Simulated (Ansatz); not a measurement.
# W-Zn-Zn-W stack of (100) layers: electron–phonon coupling and resistivity

How good a conductor is W-Zn-Zn-W stack of (100) layers when only phonons scatter, and how much computing does the answer need?

Main program and level: Ansatz 0.2.0; DFT PBE, scalar-relativistic, plane waves, PAW; PAW set soft_1.

## Step 1: The starting structure

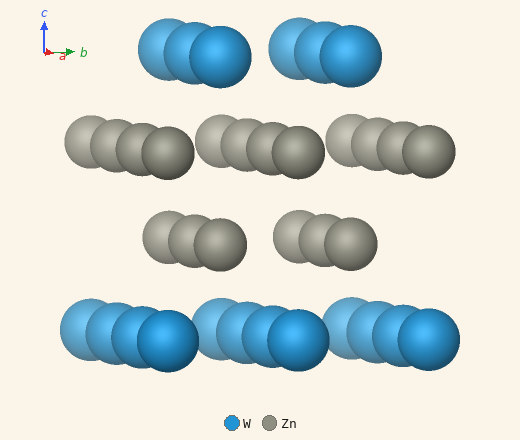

Start, viewed from the side, with the c axis up; tungsten blue, zinc grey. 3×2×1 cells are drawn. Some periodic images of atoms are drawn too.

The cell holds 4 atoms: 2 W and 2 Zn. Its edges and angles: a = 2.776 Å, b = 2.776 Å, c = 16.889 Å, α = 90.0°, β = 90.0°, γ = 90.0°. Vacuum lies along c.

## Step 2: Relaxing cell and atoms

Lattice constant and positions set the bands and the force constants, so the cell is relaxed first.

input.yaml

```yaml
crystal:
  lattice:
    - [2.77596, 0.0, 0.0]
    - [0.0, 2.77596, 0.0]
    - [0.0, 0.0, 16.8887]
  atoms:
    - { symbol: W, position: [0.0, 0.0, 0.32566162] }
    - { symbol: Zn, position: [0.5, 0.5, 0.44188721] }
    - { symbol: Zn, position: [0.0, 0.0, 0.55811279] }
    - { symbol: W, position: [0.5, 0.5, 0.67433838] }
  periodic: [true, true, false]
kpoints:
  mp_grid: { grid: [10, 10, 1] }
hamiltonian:
  xc: pbe
  pseudopotentials: { kind: paw, azcp: { folder: soft_1 } }
scf:
  occupations: { method: gaussian, width: 0.1 }
output:
  forces: true
  stress: true
  eigenvalues: true
relax:
  adjacent_minimum: "off"
  f_tol: 0.005
  max_steps: 80
  cell: { stress_2d_tol: 0.02 }
```

Run with:

```bash
$ ansatz run input.yaml --threads 4 --pin off --max-ram 12288MiB --backend cpu --events-out ev --progress --plain --runs-dir out
```

Numbers of over 12 decimals in the logs are rounded to 6 here.

Log:

```text
Warning: crystal.periodic: the lattice vector that does not repeat stood 0.000° off the slab's normal, 16.889 Å along it as the deck builds it. The run solves the slab on a vector along the normal, 35.577 Å long, with every atom where it was (on the deck's vector they left 11.00 Å outside them, and the widest stretch free of ions among them is 1.96 Å). A fractional position that the run reports is one of the run's ce [...]
crystal.periodic: the lattice vector that does not repeat stood 0.000° off the slab's normal, 16.889 Å along it as the deck builds it. The run solves the slab on a vector along the normal, 35.577 Å long, with every atom where it was (on the deck's vector they left 11.00 Å outside them, and the widest stretch free of ions among them is 1.96 Å). A fractional position that the run reports is one of the run's cell, which [...]
Engine: ansatz 0.2.0, aarch64-unknown-linux-gnu
Pseudopotentials: kind: paw
Pseudopotential: W, paw, valence charge 14, recommended cutoff 420 eV (normal), soft_1/W.paw.azcp
Pseudopotential: Zn, paw, valence charge 12, recommended cutoff 420 eV (normal), soft_1/Zn.paw.azcp
Functional definition: PBE
  parameter kappa = 0.804
  parameter beta = 0.066725
  exchange = pbe_x(kappa = kappa, mu = beta*pi^2/3)
  correlation = pbe_c(beta = beta)
Crystal: 4 atoms, lattice volume = 274.158 Å³
Basis set: ecut = 420 eV, 5475 PW (Γ), exchange–correlation on 40×40×480 points (8 copies of the dense FFT grid, shifted against one another)
Bands: 32, of which v1, the nominal top of the filled ones, is band 26 counted from 1 (25 counted from 0)
Symmetry: 16 space group operations
Space group: P4/nmm (ITA 129), of the structure as read, at distance tolerance 6.5e-5 Å
k-points: 21 of 100
Non-local potential: W, projectors of the file, l = 0: 3, l = 1: 2, l = 2: 2, l = 3: 1
Non-local potential: Zn, projectors of the file, l = 0: 2, l = 1: 2, l = 2: 3, l = 3: 1
PAW form: soft (Blöchl's): semilocal exchange-correlation on the pseudo side does not see the compensation charge
PAW one-centre angular grid: W, 590 points (default); XC on 64 Gauss nodes
PAW one-centre angular grid: Zn, 590 points (default); XC on 64 Gauss nodes
Initial density: superposition of atomic densities (neutral atoms: chi_scale 0, normalization atom)
Initial wavefunctions: pseudopotential atomic-orbital guess
Functional: x = pbe(κ = 0.804, μ = 0.219515), c = pbe(β = 0.066725)
SCF iter   1: F=—  HF=-27406.944498 eV  |F-HF|=—  |Δ(HF+E_count)|=         —  Δρ=3.68e-2  dr2=6.80e0  ethr=3.10e-3  ⟨swp⟩=17.1  Hψ=5719  notcnv=0
preconditioner: auto → LDOS  [metal: Δε(μ)=0.002 eV  Ē_g=6.061 eV  σ=0.100 eV  W_gap=0.01  n_scr=22 (ndim 8)  ℏωp=13.5 eV  f_vac=0.704  D(μ)=4.56/eV (n_scr^D=18)  β→1.0]
SCF iter   2: F=—  HF=-27406.434678 eV  |F-HF|=—  |Δ(HF+E_count)|=   5.10e-1  Δρ=4.01e-2  dr2=2.91e0  ethr=3.10e-3  ⟨swp⟩=4.6  Hψ=2090  notcnv=0  defer=23
SCF iter   3: F=—  HF=-27405.577331 eV  |F-HF|=—  |Δ(HF+E_count)|=   8.57e-1  Δρ=1.20e-2  dr2=2.12e-1  ethr=3.10e-3  ⟨swp⟩=3.2  Hψ=1701  notcnv=0  defer=28
SCF iter   4: F=—  HF=-27405.507768 eV  |F-HF|=—  |Δ(HF+E_count)|=   6.96e-2  Δρ=3.28e-3  dr2=3.15e-2  ethr=4.08e-4  ⟨swp⟩=3.0  Hψ=1623  notcnv=0  defer=28
SCF iter   5: F=—  HF=-27405.505411 eV  |F-HF|=—  |Δ(HF+E_count)|=   2.36e-3  Δρ=1.12e-3  dr2=2.12e-3  ethr=6.05e-5  ⟨swp⟩=2.9  Hψ=1459  notcnv=0  defer=28
SCF iter   6: F=—  HF=-27405.507245 eV  |F-HF|=—  |Δ(HF+E_count)|=   1.83e-3  Δρ=3.25e-4  dr2=1.99e-4  ethr=4.09e-6  ⟨swp⟩=3.0  Hψ=1291  notcnv=0  defer=28
SCF iter   7: F=—  HF=-27405.507376 eV  |F-HF|=—  |Δ(HF+E_count)|=   1.31e-4  Δρ=5.82e-5  dr2=1.38e-5  ethr=3.82e-7  ⟨swp⟩=3.1  Hψ=1441  notcnv=0  defer=28
SCF iter   8: F=—  HF=-27405.507332 eV  |F-HF|=—  |Δ(HF+E_count)|=   4.45e-5  Δρ=1.55e-5  dr2=8.86e-7  ethr=2.65e-8  ⟨swp⟩=3.1  Hψ=1329  notcnv=0  defer=28
iter 9 did not close the SCF: its close was put off until two iterations running show no level that it waits for move by more than its bar (scf_convergence_deferred on its scf_iter line)
SCF iter   9: F=-27405.507332 eV  HF=-27405.507332 eV  |F-HF|=1.03e-7  |Δ(HF+E_count)|=   5.38e-7  Δρ=3.02e-6  dr2=3.10e-8  ethr=1.92e-10  ⟨swp⟩=19.3  Hψ=5299  notcnv=0
iter 10 did not close the SCF: its close was put off until two iterations running show no level that it waits for move by more than its bar (scf_convergence_deferred on its scf_iter line)
SCF iter  10: F=-27405.507332 eV  HF=-27405.507332 eV  |F-HF|=1.03e-8  |Δ(HF+E_count)|=   9.83e-8  Δρ=1.05e-6  dr2=6.06e-9  ethr=5.95e-11  ⟨swp⟩=4.1  Hψ=2981  notcnv=0
SCF iter  11: F=-27405.507332 eV  HF=-27405.507332 eV  |F-HF|=3.42e-9  |Δ(HF+E_count)|=   1.03e-8  Δρ=2.94e-7  dr2=5.21e-10  ethr=1.17e-11  ⟨swp⟩=4.0  Hψ=2823  notcnv=0
SCF 1 converged in 11 iterations: F = -27405.507332 eV  dr2 = 5.21e-10
  greatest PAW one-centre occupation: 0.999 electrons in one spin orbital (limit 2), on the W atom at site 3 (counted from 0), in its partial waves of l = 0
relax step   1: F+E_penalty+E_count = -27405.50733236 eV  Δ(F+E_penalty+E_count) = +0.000e0 eV  max|allowed force component| = 8.593e-2 eV/Å  Δτ_max = 0.0000 Å  P = -16.985 N/m  Ω = 274.158 Å³  fix = [c, alpha, beta]  reactions: c +0.000 N/m  (11 SCF iters, dr2 threshold 1.00e-7 eV, accepted)
Crystal: 4 atoms, lattice volume = 247.735 Å³
Basis set: ecut = 420 eV, 4883 PW (Γ), exchange–correlation on 40×40×480 points (8 copies of the dense FFT grid, shifted against one another)
Initial density: handed on by an earlier stage of this run
Initial wavefunctions: those handed on with the density
iter 1 solved again at ethr=8.40e-4 eV; its pass at ethr=3.10e-3 eV (dr2=4.37e-1 eV) is discarded
SCF iter   1: F=—  HF=-27406.086487 eV  |F-HF|=—  |Δ(HF+E_count)|=         —  Δρ=7.26e-3  dr2=4.37e-1  ethr=8.40e-4  ⟨swp⟩=1.4  Hψ=5922  notcnv=0
preconditioner: auto → LDOS  [metal: Δε(μ)=0.020 eV  Ē_g=7.456 eV  σ=0.100 eV  W_gap=0.11  n_scr=22 (ndim 8)  ℏωp=14.2 eV  f_vac=0.704  D(μ)=2.56/eV (n_scr^D=14)  β→1.0]
SCF iter   2: F=—  HF=-27406.036581 eV  |F-HF|=—  |Δ(HF+E_count)|=   4.99e-2  Δρ=6.54e-3  dr2=8.58e-2  ethr=8.40e-4  ⟨swp⟩=3.7  Hψ=1630  notcnv=0
SCF iter   3: F=—  HF=-27406.028092 eV  |F-HF|=—  |Δ(HF+E_count)|=   8.49e-3  Δρ=4.01e-3  dr2=2.06e-2  ethr=1.65e-4  ⟨swp⟩=3.0  Hψ=1499  notcnv=0  defer=26
SCF iter   4: F=—  HF=-27406.019280 eV  |F-HF|=—  |Δ(HF+E_count)|=   8.81e-3  Δρ=4.93e-4  dr2=4.85e-4  ethr=3.95e-5  ⟨swp⟩=3.0  Hψ=1315  notcnv=0  defer=26
SCF iter   5: F=—  HF=-27406.019416 eV  |F-HF|=—  |Δ(HF+E_count)|=   1.36e-4  Δρ=1.03e-4  dr2=3.05e-5  ethr=9.32e-7  ⟨swp⟩=4.2  Hψ=1777  notcnv=0  defer=26
[...]
SCF iter   4: F=—  HF=-27406.083895 eV  |F-HF|=—  |Δ(HF+E_count)|=   8.05e-4  Δρ=9.22e-4  dr2=1.32e-3  ethr=1.69e-5  ⟨swp⟩=3.7  Hψ=1598  notcnv=0  defer=31
SCF iter   5: F=—  HF=-27406.083577 eV  |F-HF|=—  |Δ(HF+E_count)|=   3.19e-4  Δρ=2.28e-4  dr2=6.92e-5  ethr=2.54e-6  ⟨swp⟩=3.0  Hψ=1243  notcnv=0  defer=31
SCF iter   6: F=—  HF=-27406.083617 eV  |F-HF|=—  |Δ(HF+E_count)|=   4.04e-5  Δρ=5.24e-5  dr2=6.00e-6  ethr=1.33e-7  ⟨swp⟩=3.8  Hψ=1687  notcnv=0  defer=31
SCF iter   7: F=—  HF=-27406.083628 eV  |F-HF|=—  |Δ(HF+E_count)|=   1.16e-5  Δρ=1.40e-5  dr2=4.91e-7  ethr=1.15e-8  ⟨swp⟩=3.2  Hψ=1375  notcnv=0  defer=31
SCF iter   8: F=-27406.083629 eV  HF=-27406.083629 eV  |F-HF|=2.52e-8  |Δ(HF+E_count)|=   8.04e-7  Δρ=3.30e-6  dr2=3.71e-8  ethr=7.69e-10  ⟨swp⟩=18.6  Hψ=4878  notcnv=0
SCF 3 converged in 8 iterations: F = -27406.083629 eV  dr2 = 3.71e-8
relax step   3: F+E_penalty+E_count = -27406.08362933 eV  Δ(F+E_penalty+E_count) = -6.427e-2 eV  max|allowed force component| = 3.698e-2 eV/Å  Δτ_max = 0.1549 Å  P = +3.765 N/m  Ω = 238.115 Å³  energy of the carried Pulay correction = +5.748e-3 eV  fix = [c, alpha, beta]  reactions: c +0.000 N/m  (8 SCF iters, dr2 threshold 4.00e-7 eV, accepted)
[...]
relax step   4: F+E_penalty+E_count = -27406.09507351 eV  Δ(F+E_penalty+E_count) = -1.144e-2 eV  max|allowed force component| = 3.202e-2 eV/Å  Δτ_max = 0.0047 Å  P = -0.460 N/m  Ω = 242.339 Å³  energy of the carried Pulay correction = +5.001e-3 eV  fix = [c, alpha, beta]  reactions: c +0.000 N/m  (8 SCF iters, dr2 threshold 4.00e-7 eV, accepted)
[...]
relax step   5: F+E_penalty+E_count = -27406.09544593 eV  Δ(F+E_penalty+E_count) = -3.724e-4 eV  max|allowed force component| = 1.108e-2 eV/Å  Δτ_max = 0.0034 Å  P = -0.033 N/m  Ω = 241.883 Å³  energy of the carried Pulay correction = +5.080e-3 eV  fix = [c, alpha, beta]  reactions: c +0.000 N/m  (4 SCF iters, dr2 threshold 2.09e-7 eV, accepted)
[...]
relax step   6: F+E_penalty+E_count = -27406.09546981 eV  Δ(F+E_penalty+E_count) = -2.388e-5 eV  max|allowed force component| = 1.546e-3 eV/Å  Δτ_max = 0.0017 Å  P = +0.006 N/m  Ω = 241.851 Å³  energy of the carried Pulay correction = +5.086e-3 eV  fix = [c, alpha, beta]  reactions: c +0.000 N/m  (5 SCF iters, dr2 threshold 7.67e-9 eV, accepted)
Basis set: ecut = 420 eV, 4779 PW (Γ), exchange–correlation on 36×36×480 points (8 copies of the dense FFT grid, shifted against one another)
Initial wavefunctions: pseudopotential atomic-orbital guess (no wavefunctions were taken with the density)
iter 1 solved again at ethr=6.07e-8 eV; its pass at ethr=3.10e-3 eV (dr2=3.16e-5 eV) is discarded
SCF iter   1: F=—  HF=-27406.090671 eV  |F-HF|=—  |Δ(HF+E_count)|=         —  Δρ=1.99e-4  dr2=2.80e-5  ethr=6.07e-8  ⟨swp⟩=8.0  Hψ=10052  notcnv=0
preconditioner: auto → LDOS  [metal: Δε(μ)=0.032 eV  Ē_g=7.777 eV  σ=0.100 eV  W_gap=0.18  n_scr=22 (ndim 8)  ℏωp=14.3 eV  f_vac=0.696  D(μ)=2.47/eV (n_scr^D=14)  β→1.0]
SCF iter   2: F=—  HF=-27406.090722 eV  |F-HF|=—  |Δ(HF+E_count)|=   5.12e-5  Δρ=3.23e-4  dr2=2.25e-4  ethr=5.39e-8  ⟨swp⟩=3.1  Hψ=1407  notcnv=0
SCF iter   3: F=—  HF=-27406.090699 eV  |F-HF|=—  |Δ(HF+E_count)|=   2.34e-5  Δρ=2.59e-4  dr2=8.57e-5  ethr=5.39e-8  ⟨swp⟩=3.9  Hψ=1364  notcnv=0
SCF iter   4: F=—  HF=-27406.090665 eV  |F-HF|=—  |Δ(HF+E_count)|=   3.45e-5  Δρ=4.36e-5  dr2=2.33e-6  ethr=5.39e-8  ⟨swp⟩=3.0  Hψ=1304  notcnv=0
SCF iter   5: F=—  HF=-27406.090738 eV  |F-HF|=—  |Δ(HF+E_count)|=   7.38e-5  Δρ=1.39e-5  dr2=3.03e-7  ethr=4.48e-9  ⟨swp⟩=3.4  Hψ=1344  notcnv=0
SCF iter   6: F=—  HF=-27406.090739 eV  |F-HF|=—  |Δ(HF+E_count)|=   1.44e-7  Δρ=2.30e-6  dr2=1.07e-8  ethr=5.82e-10  ⟨swp⟩=3.1  Hψ=1320  notcnv=0
SCF iter   7: F=—  HF=-27406.090739 eV  |F-HF|=—  |Δ(HF+E_count)|=   2.46e-8  Δρ=4.13e-7  dr2=7.34e-10  ethr=2.06e-11  ⟨swp⟩=3.4  Hψ=1609  notcnv=0
SCF iter   8: F=—  HF=-27406.090739 eV  |F-HF|=—  |Δ(HF+E_count)|=   3.43e-9  Δρ=1.07e-7  dr2=1.68e-11  ethr=1.41e-12  ⟨swp⟩=3.4  Hψ=1558  notcnv=0
SCF iter   9: F=-27406.090739 eV  HF=-27406.090739 eV  |F-HF|=1.09e-10  |Δ(HF+E_count)|=  2.91e-10  Δρ=2.16e-8  dr2=8.34e-13  ethr=1.00e-12  ⟨swp⟩=14.0  Hψ=5710  notcnv=0
SCF 7 converged in 9 iterations: F = -27406.090739 eV  dr2 = 8.34e-13
relax step   7: F+E_penalty+E_count = -27406.09073854 eV  Δ(F+E_penalty+E_count) = +4.731e-3 eV  max|allowed force component| = 1.649e-3 eV/Å  Δτ_max = 0.0000 Å  P = -0.017 N/m  Ω = 241.851 Å³  fix = [c, alpha, beta]  reactions: c +0.000 N/m  stress off target by 1.66e-2 N/m on what of the cell is left free  SCF on the basis re-selected at this cell (its energy is not comparable with the rows above)  (9 SCF iters)
basis re-selected at this cell: Δ(F+E_penalty+E_count) = +4.731e-3 eV, ΔP = -0.022 N/m vs the last step (what re-selecting the basis moved, of the pressure what is left beyond the Pulay correction that the steps carried, after the strain that the cell walked since its last selection, with what the two solves' SCF thresholds leave and, on support functions, any second-order correction that the steps lacked; it is no measure of the basis error at this ecutwfc). The dense FFT grid was sized anew with the basis: this SCF ran on 18×18×240 points, the steps before it on 20×20×240, so part of this shift can come from that change (see relax.cell in the input reference). [rest of the remark cut]
SCF converged after 9 iterations
Free energy (F): -27406.090739 eV
Harris-Foulkes:  -27406.090739 eV  (|F-HF|=1.09e-10)
Internal energy: -27406.078410 eV  (E = F + TS)
E sigma→0 (E₀):  -27406.084574 eV
Entropy (-TS):   -0.012328 eV (-3.082 meV/atom)
Fermi energy:    -5.393717 eV
--- Per-component energies (eV) ---
  E_band       = -1238.014115
  E_kinetic    = 1138.222553
  E_local      = -222323.961406  (includes V_loc(G=0)·N_el)
  E_nonlocal   = 1583.545385
  E_hartree    = 110042.342121
  E_xc         = -690.399714
  E_vxc        = -562.324655  (∫ρ·V_xc dr)
  E_paw        = -20946.944024  (= ΣΔE_a)
  E_vpaw       = -1158.180188  (= ΣTr[D̂ρ^β])
  E_aug_tail   = -0.000149  (compensation charges beyond the density's cutoff)
  E_ewald      = 103791.116823
  E_smearing   = -0.012328  (= −TS)
  E_closure    = 0.000000  (closes the sum)
  Σ components = -27406.090739   (vs F -27406.090739, Δ=0.00e0)
--- Forces (eV/Å), atoms counted from 1 ---
  atom   1  W      0.00000000     0.00000000    -0.00164947
  atom   2  Zn     0.00000000     0.00000000     0.00032565
  atom   3  Zn     0.00000000     0.00000000    -0.00032565
  atom   4  W      0.00000000     0.00000000     0.00164947
  max |Σ_I F_I| component: 4.04e-28 eV/Å
--- 2D stress c σ (N/m, compression-positive) ---
       -0.016596       0.000000       0.000000
        0.000000      -0.016596       0.000000
        0.000000       0.000000       0.000000
  P = ½ c Tr σ = -0.0166 N/m
--- Band table (eV; the first three rows and the last of 21) ---
  k-point 0: bands = [... 22 lower, -9.2198, -9.2183, -7.3443, -6.1511, -5.6650, -2.6727, -2.6727, -2.6408, ... 2 higher]
  k-point 1: bands = [... 22 lower, -8.9175, -8.8583, -7.1419, -6.1949, -5.9328, -3.1043, -2.6386, -2.6035, ... 2 higher]
  k-point 2: bands = [... 22 lower, -8.0828, -7.6505, -6.8161, -6.4698, -6.3339, -3.5704, -2.4238, -2.4056, ... 2 higher]
  k-point 20: bands = [... 22 lower, -7.2622, -7.2622, -4.1349, -4.1349, -3.5425, -3.5425, -1.4428, -1.4428, ... 2 higher]
--- Relaxed structure (6 steps of the walk, 6 accepted, 1 SCFs on fresh bases) ---
  F+E_penalty+E_count = -27406.09073854 eV   max|allowed force component| = 1.649e-3 eV/Å   (the final SCF, on the basis selected at the relaxed cell)
  cell:  # Å, volume = 241.8509 Å³
    - [2.607275, 0, 0.0]
    - [0, 2.607275, 0.0]
    - [0.0, 0.0, 35.577394393224]
  atoms:
    - { symbol: W, position: [0, 0, 0.148459] }
    - { symbol: Zn, position: [0.5, 0.5, 0.207382] }
    - { symbol: Zn, position: [0, 0, 0.267321] }
    - { symbol: W, position: [0.5, 0.5, 0.326244] }
```

It took 32 s on 4 threads of Arm Neoverse V1, shared host; peak memory 0.68 GiB.

Step by step:

```
step  energy less that of the first step (eV)  largest force component (eV/Å)  volume (Å³)
   1                                   0.0000                          0.0859       274.16
   2                                  -0.5120                          0.5034       247.74
   3                                  -0.5763                          0.0370       238.11
   4                                  -0.5877                          0.0320       242.34
   5                                  -0.5881                          0.0111       241.88
   6                                  -0.5881                          0.0015       241.85
  7*                                  -0.5834                          0.0016       241.85
```

Relaxation steps marked * repeat the geometry before them on a plane-wave basis chosen anew for their cell, so energy and pressure can jump there.

The run keeps the 16 symmetry operations that it works with, so distortions that break them were not tested.

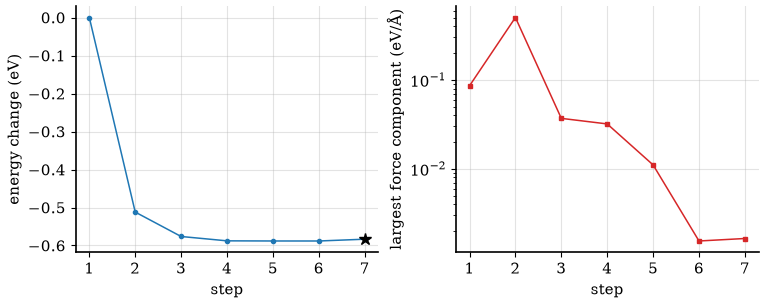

Energy and largest force along the relaxation. Stars mark steps on a basis chosen anew.

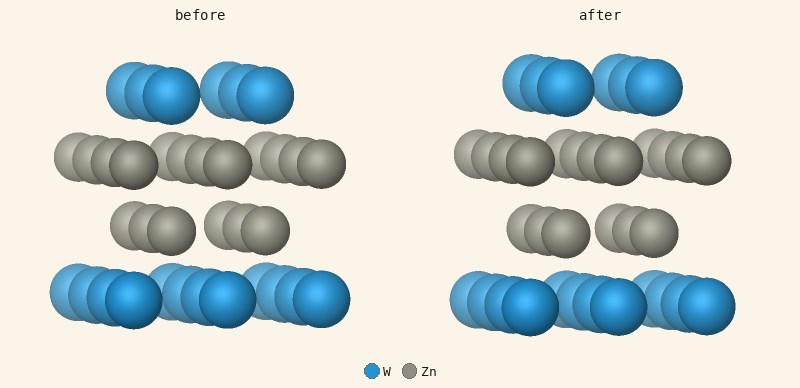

The structure before and after the relaxation, drawn at the same scale.

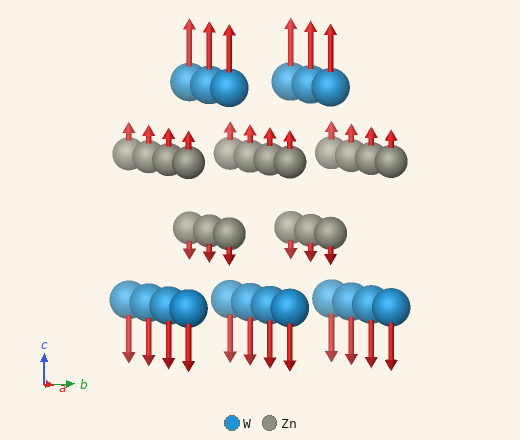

Displacements in the relaxation, exaggerated, measured against the changing cell; the longest in the cell stands for 0.22 Å. 3×2×1 cells are drawn. Some periodic images of atoms are drawn too.

```
cell as run  before  after  change
      a (Å)   2.776  2.607  -6.1 %
      b (Å)   2.776  2.607  -6.1 %
```

The atoms that moved most (Å, along periodic axes as changes of fractional coordinates times the final cell, across vacuum about the mean position):

```
atom     dx     dy      dz  length
  W1  0.000  0.000  -0.218   0.218
  W4  0.000  0.000   0.218   0.218
 Zn3  0.000  0.000   0.085   0.085
 Zn2  0.000  0.000  -0.085   0.085
```

The relaxed structure:

```xyz
4
Lattice="2.6073 0.0000 0.0000 0.0000 2.6073 0.0000 0.0000 0.0000 35.5774" Properties=species:S:1:pos:R:3
W     0.0000    0.0000    5.2818
Zn    1.3036    1.3036    7.3781
Zn    0.0000    0.0000    9.5106
W     1.3036    1.3036   11.6069
```

This step gave:

```yaml
metallic_on_mesh: yes
gap_on_the_k_mesh: 0 eV
```

The relaxation ends with a largest force component of 0.0016 eV/Å.

## Step 3: Tight relaxation

Phonons are second derivatives about the minimum, so the remaining forces must be small: the thresholds are tightened.

input.yaml

```yaml
crystal:
  lattice:
    - [2.607274834, 0.0, 0.0]
    - [0.0, 2.607274834, 0.0]
    - [0.0, 0.0, 35.5773943932]
  atoms:
    - { symbol: W, position: [0.0, 0.0, 0.1484592473] }
    - { symbol: Zn, position: [0.5, 0.5, 0.2073824487] }
    - { symbol: Zn, position: [0.0, 0.0, 0.2673206679] }
    - { symbol: W, position: [0.5, 0.5, 0.3262438693] }
  periodic: [true, true, false]
kpoints:
  mp_grid: { grid: [12, 12, 1] }
hamiltonian:
  xc: pbe
  pseudopotentials: { kind: paw, azcp: { folder: soft_1 } }
scf:
  occupations: { method: methfessel_paxton, width: 0.2 }
output:
  forces: true
  stress: true
  eigenvalues: true
relax:
  adjacent_minimum: "off"
  f_tol: 0.001
  max_steps: 60
  cell: { stress_2d_tol: 0.002 }
```

Log:

```text
[the first part of the log is left out]
  E_vpaw       = -1158.319218  (= ΣTr[D̂ρ^β])
  E_aug_tail   = -0.000150  (compensation charges beyond the density's cutoff)
  E_ewald      = 104098.443568
  E_smearing   = 0.002471  (= −TS)
  E_closure    = -0.000000  (closes the sum)
  Σ components = -27405.965826   (vs F -27405.965826, Δ=0.00e0)
--- Forces (eV/Å), atoms counted from 1 ---
  atom   1  W      0.00000000     0.00000000    -0.00010056
  atom   2  Zn     0.00000000     0.00000000     0.00005000
[...]
0.000000       0.001602       0.000000
        0.000000       0.000000       0.000000
  P = ½ c Tr σ = 0.0016 N/m
--- Band table (eV; the first three rows and the last of 28) ---
[...]
--- Relaxed structure (5 steps of the walk, 5 accepted, 1 SCFs on fresh bases) ---
[...]
cell:  # Å, volume = 241.0890 Å³
    - [2.603165, 0, 0.0]
    - [0, 2.603165, 0.0]
    - [0.0, 0.0, 35.5773943932]
  atoms:
    - { symbol: W, position: [0, 0, 0.148372] }
    - { symbol: Zn, position: [0.5, 0.5, 0.207462] }
    - { symbol: Zn, position: [0, 0, 0.267241] }
    - { symbol: W, position: [0.5, 0.5, 0.326331] }
```

It took 29 s on 4 threads; peak memory 0.68 GiB.

Step by step:

```csv
step,energy less that of the first step (eV),largest force component (eV/Å),volume (Å³)
1,0.0000,0.0276,241.85
2,-0.0006,0.0041,240.99
3,-0.0006,0.0019,241.08
4,-0.0006,0.0002,241.09
5,-0.0006,0.0001,241.09
6,-0.0005,0.0001,241.09
```

The log counts 1 steps on a newly chosen plane-wave basis, not all of them marked here; energy and pressure can jump at such steps.

```
cell as run  before  after  change
      a (Å)   2.607  2.603  -0.2 %
      b (Å)   2.607  2.603  -0.2 %
```

Final coordinates:

```xyz
4
Lattice="2.6032 0.0000 0.0000 0.0000 2.6032 0.0000 0.0000 0.0000 35.5774" Properties=species:S:1:pos:R:3
W     0.0000    0.0000    5.2787
Zn    1.3016    1.3016    7.3810
Zn    0.0000    0.0000    9.5077
W     1.3016    1.3016   11.6100
```

(Part 1 of 4 ends here.)

[Logs are printed without paths, hosts, clocks, repeated set-up lines and the standing remarks that a program may print on its own settings, such as how far it seeks lower states.]

[Hosts, paths, dates, database ids (printed as entryN), source tags and the programs' standing remarks are cut or masked in the printed files.]
